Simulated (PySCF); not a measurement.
# NEVPT2(6,6)/def2-SVP run of C3H4BO+ (SMILES BOc1c[cH+]1)

Aim: the vertical ionisation energy of C3H4BO+ at NEVPT2(6,6)/def2-SVP, from 2 runs. 

The results are computed with PySCF 2.14.0.

2 further runs of the same task are left out: 2 set aside as unsound or not needed.

## (1) The system as given

C3H4BO+ has 9 atoms, charge +1, and is taken as a singlet. SMILES: `BOc1c[cH+]1`. Geometry: relaxed at GFN2-xTB. This is one conformer, not always the lowest.

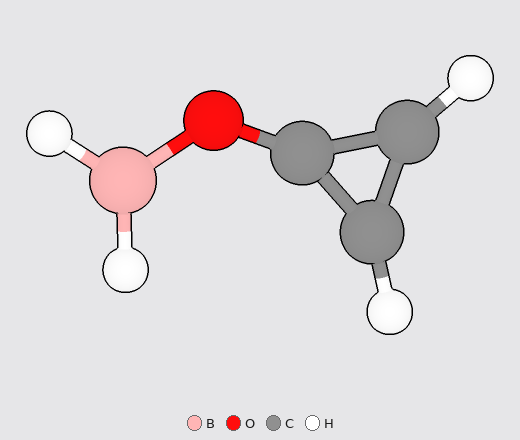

The structure, seen from a chosen angle (boron pink, oxygen red, carbon grey, hydrogen white).

## (2) A single-point energy at NEVPT2(6,6)/def2-SVP

Input file input.py:

```python
# BOc1c[cH+]1
import numpy
from pyscf import gto, scf, mp, mcscf, mrpt

molecule = gto.Mole()
molecule.atom = [
    ('B', (-0.242950, 0.881770, 1.737170)),
    ('O', (-0.107640, 1.044060, 0.353130)),
    ('C', (0.042650, 0.127440, -0.489370)),
    ('C', (0.179230, -1.220260, -0.849210)),
    ('C', (0.203160, -0.256700, -1.820990)),
    ('H', (-0.366030, 1.878000, 2.324820)),
    ('H', (-0.227610, -0.187800, 2.207470)),
    ('H', (0.232570, -2.261910, -0.603970)),
    ('H', (0.286620, -0.004600, -2.859040)),
]
molecule.verbose = 3
molecule.max_memory = 1860
molecule.basis = 'def2-svp'
molecule.charge = 1
molecule.build()

hf = molecule.RHF()
hf.conv_tol = 1e-10
hf.kernel()
if not hf.converged:
    hf = hf.newton().run(hf.mo_coeff, hf.mo_occ)

pt = mp.MP2(scf.addons.convert_to_uhf(hf)).run()
noons, natorbs = mcscf.addons.make_natural_orbitals(pt)
print('natural occupations', numpy.round(noons[:40], 4))
cas = mcscf.CASSCF(hf, 6, 6)
cas.fix_spin_(ss=0.0)
cas.natorb = True
cas.kernel(natorbs)
e_pt2 = mrpt.NEVPT(cas).kernel()
etot = cas.e_tot + e_pt2
print('Final energy', etot)
```

The run is started by

```console
$ OMP_NUM_THREADS=1 python input.py
```

The program printed:

```text
converged SCF energy = -215.003314484991
E(UMP2) = -215.626811457715  E_corr = -0.623496972724727
E(SCS-UMP2) = -215.617180938326  E_corr = -0.613866453335385
natural occupations [1.9999 1.9998 1.9998 1.9998 1.9998 1.9868 1.983  1.9786 1.9773 1.9754
 1.9705 1.9681 1.9638 1.9602 1.9548 1.9539 1.9292 0.0423 0.0362 0.0349
 0.0286 0.0219 0.0192 0.0187 0.0166 0.0142 0.0134 0.0127 0.0094 0.0091
 0.0083 0.0082 0.0077 0.0072 0.0069 0.0059 0.0054 0.0049 0.0048 0.0045]
CASSCF energy = -215.060721150974
CASCI E = -215.060721150974  E(CI) = -11.7820207800092  S^2 = 0.0000000
Sr    (-1)',   E = -0.02205935463205
Si    (+1)',   E = -0.00210743121930
Sijrs (0)  ,   E = -0.33288793719846
Sijr  (+1) ,   E = -0.03037123720415
Srsi  (-1) ,   E = -0.07323308910115
Srs   (-2) ,   E = -0.03127721183183
Sij   (+2) ,   E = -0.00319587253853
Sir   (0)' ,   E = -0.06108564263857
Nevpt2 Energy = -0.556217776364042
Final energy -215.61693892733834
```

It took 62 s on 1 thread of Arm Neoverse V1, shared host; peak memory 0.28 GiB.

## (3) Doublet [C3H4BO]2+ at the same level

Input file start.xyz:

```xyz
9
C3H4BO
B     -0.242950     0.881770     1.737170
O     -0.107640     1.044060     0.353130
C      0.042650     0.127440    -0.489370
C      0.179230    -1.220260    -0.849210
C      0.203160    -0.256700    -1.820990
H     -0.366030     1.878000     2.324820
H     -0.227610    -0.187800     2.207470
H      0.232570    -2.261910    -0.603970
H      0.286620    -0.004600    -2.859040
```

Input file calc.py:

```python
import numpy
from pyscf import gto, scf, mp, mcscf, mrpt

system = gto.Mole()
system.atom = 'start.xyz'
system.max_memory = 1860
system.verbose = 3
system.spin = 1
system.charge = 2
system.basis = 'def2-svp'
system.build()

mf = scf.ROHF(system)
mf.conv_tol = 1e-10
mf.kernel()
if not mf.converged:
    mf = mf.newton().run(mf.mo_coeff, mf.mo_occ)

pt = mp.MP2(scf.addons.convert_to_uhf(mf)).run()
noons, natorbs = mcscf.addons.make_natural_orbitals(pt)
print('natural occupations', numpy.round(noons[:40], 4))
cas = mcscf.CASSCF(mf, 6, 5)
cas.fix_spin_(ss=0.75)
cas.natorb = True
cas.kernel(natorbs)
e_pt2 = mrpt.NEVPT(cas).kernel()
e_final = cas.e_tot + e_pt2
print('E = %.10f Eh' % e_final)
```

The run is started by

```console
$ OMP_NUM_THREADS=1 python calc.py
```

The program printed:

```text
converged SCF energy = -214.360195489237
E(UMP2) = -214.981192398849  E_corr = -0.620996909612498
E(SCS-UMP2) = -214.968360116266  E_corr = -0.608164627028958
natural occupations [1.9999 1.9998 1.9998 1.9998 1.9998 1.9857 1.9827 1.9757 1.9753 1.9691
 1.9631 1.9616 1.9564 1.9536 1.9528 1.9267 1.0128 0.0443 0.0332 0.033
 0.0293 0.0221 0.0198 0.0189 0.0178 0.0135 0.0126 0.0117 0.0088 0.0086
 0.0083 0.0074 0.0071 0.0069 0.006  0.0054 0.0046 0.0046 0.0044 0.0043]
CASSCF energy = -214.417880644108
CASCI E = -214.417880644108  E(CI) = -9.26924575636531  S^2 = 0.7500000
Sr    (-1)',   E = -0.01115019177445
Si    (+1)',   E = -0.00668593898044
Sijrs (0)  ,   E = -0.27511707117685
Sijr  (+1) ,   E = -0.05524451478558
Srsi  (-1) ,   E = -0.09180349642942
Srs   (-2) ,   E = -0.01497798811910
Sij   (+2) ,   E = -0.00496844163962
Sir   (0)' ,   E = -0.08871171276674
Nevpt2 Energy = -0.548659355672198
E = -214.9665399998 Eh
```

Wall time 24 s (1 thread of Arm Neoverse V1, shared host); peak memory 0.29 GiB.

## (4) Summary of results

At NEVPT2(6,6)/def2-SVP:

| quantity | value |
| --- | --- |
| singlet C3H4BO+: total energy | -215.61694 Eh |
| singlet C3H4BO+: HOMO energy (Hartree–Fock orbitals) | -18.31 eV |
| singlet C3H4BO+: LUMO energy (Hartree–Fock orbitals) | -3.05 eV |
| singlet C3H4BO+: HOMO–LUMO gap (Hartree–Fock orbitals) | 15.26 eV |
| doublet [C3H4BO]2+: total energy | -214.96654 Eh |
| vertical ionisation energy (to the doublet dication) | 17.698 eV |

In words: Removing an electron at fixed nuclei costs 17.70 eV (1708 kJ/mol). Mulliken charges (singlet C3H4BO+) of the mean-field density run from -0.30 on O2 to +0.43 on C3.
